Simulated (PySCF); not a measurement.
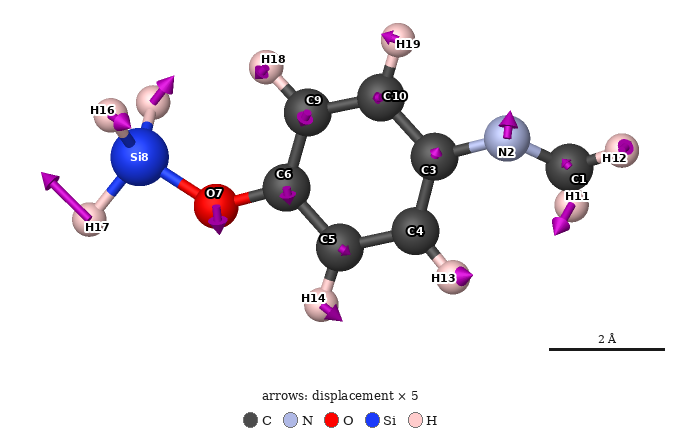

This is a relaxation of C7H9NOSi. The starting structure is drawn; purple arrows show the displacements, 5 times their true length. The two geometries are superimposed by the best rigid fit.

Style: ball-and-stick. Shown at a tilt.

The start comes from GFN2-xTB. Its atoms were then displaced at random by about 0.01 Å.

These are results of PBE0-D3(BJ)/def2-SVP geometry optimisation, gas phase in PySCF, not measurements. 

Which element moves most?

Answer. Hydrogen: up to 0.24 Å, against 0.12 Å for oxygen.

What did the optimiser do to the structure, and how much energy did it gain?

Answer. After 8 geometry steps the energy has fallen by 0.317 eV. The atom that moves furthest after the best rigid fit is an H atom (0.24 Å). By element the largest moves are H 0.24 Å, O 0.12 Å, N 0.10 Å, C 0.07 Å, Si 0.02 Å. Near-neighbour distances that change, for instance: O–Si 1.623 → 1.679 Å, C–H 1.041 → 1.092 Å, H–Si 1.449 → 1.493 Å, C–C 1.370 → 1.405 Å. Among the angles between lasting bonds that change: O–Si–H 99.2° → 105.0°, C–O–Si 133.9° → 128.6°, C–C–H 124.0° → 119.7°. Cost: 95 s on 1 thread of AMD EPYC 9R45 96-Core Processor (shared host).
